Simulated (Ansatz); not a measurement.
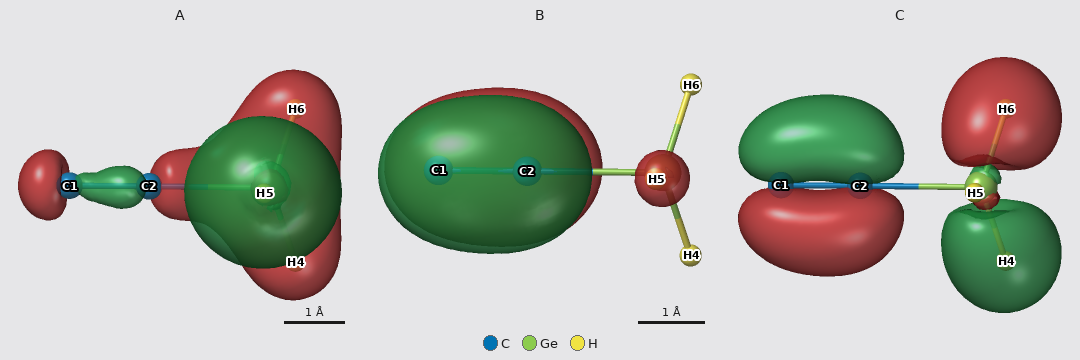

Figure. C$_{2}$H$_{3}$Ge (SMILES [C+]#[C][GeH3]) (charge +1). Three frontier orbitals at ±0.1 Å⁻³ᐟ² (green and red are the two phases), in no order.

Method: Ansatz, RHF/def2-TZVP.

```xyz
6

C     1.2334   -2.1244    0.9589
C     0.5517   -1.0497    0.5025
Ge   -0.3826    0.6331   -0.2782
H    -1.6050    0.0462   -0.9534
H     0.7896    1.0012   -1.1814
H    -0.5870    1.4937    0.9515
```

Q: Which picture is the HOMO−1, the HOMO and the LUMO?

A: A is the HOMO−1 (−19.19 eV). It lies mainly on Ge3 (about 45 %), H5 (about 35 %), H6 (about 5 %) and H4 (about 5 %). C is the HOMO (−18.39 eV). By Hirshfeld shares it lies mainly on C2 (about 30 %), C1 (about 25 %), Ge3 (about 20 %), H4 (about 15 %) and H6 (about 15 %). B is the LUMO (−8.78 eV). It lies mainly on C2 (about 50 %) and C1 (about 45 %); π-bonding across C2–C1.

Q: What is the HOMO–LUMO gap?

A: 9.61 eV between the orbital energies.
